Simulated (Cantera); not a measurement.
A closed system holds: 1 mol B₂O₃, a varied amount of HF, 12 mol O₂, at 1125 °C and 0.0525 Torr.

Method: chemical equilibrium by Gibbs-energy minimisation in Cantera with the NASA 1993 tables (ideal gas, pure condensed phases). Candidate condensed phases: B, B₂O₃, B₃O₃H₃, H₂O; 43 gas species. Equilibrium is a limit: real reactors are often held back by kinetics, nucleation or transport.

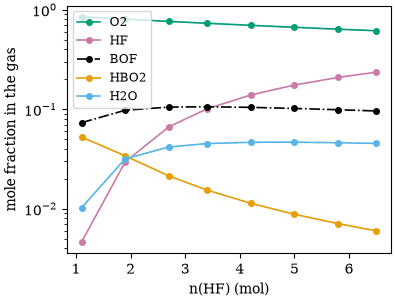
*Equilibrium gas composition (values under 1e-9 drawn at 1e-9)*

Read off the mole fractions at 1.9 mol HF.

O₂ about 0.81, BOF about 0.098, HBO₂ about 0.034, H₂O about 0.032, HF about 0.030.
